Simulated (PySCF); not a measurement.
```xyz
17

C     2.6623   -0.6337    0.0320
C     1.2462   -0.5436    0.8429
C     0.0860   -0.3891   -0.2414
C    -1.2204    0.2326    0.3772
C    -2.5610    0.0882   -0.3347
F    -1.4179   -0.3210    1.6332
H     3.4210   -1.2337    0.4239
H     2.4981   -0.9885   -1.0085
H     3.0062    0.4436   -0.1527
H     1.1829   -1.2951    1.6126
H     1.3207    0.4134    1.3129
H     0.3632    0.3163   -1.0753
H    -0.0983   -1.3875   -0.5798
H    -0.9918    1.2506    0.5810
H    -2.5234    0.5060   -1.3689
H    -3.3825    0.4518    0.2131
H    -2.7839   -0.9549   -0.6292
```

Geometry: GFN2-xTB, MD frame at 250 fs, 400 K.

Method: PBE0/pcSseg-1, SCF density, gas phase, non-relativistic (PySCF 2.14.0).

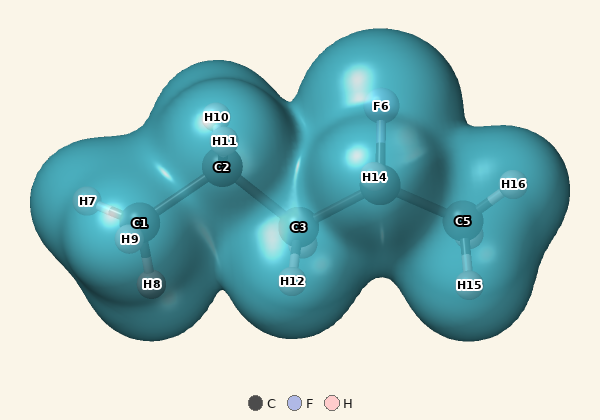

C5H11F. Isosurface of the total electron density at 0.05 e/Å³ (cyan), seen across its widest extent.

How is the density connected at this value?

Answer. At this value the surface is in one piece. It bridges the sampled C–F (1.39 Å), C–C (1.52 Å), C–H (1.04 Å) and C–C (1.57 Å) contacts, where the density stays above the isovalue. On the grid the lowest density along these lines, outside the cores, is 1.6 e/Å³ (C–F, 1.39 Å), 1.7 e/Å³ (C–C, 1.52 Å), 2.1 e/Å³ (C–H, 1.04 Å) and 1.5 e/Å³ (C–C, 1.57 Å).
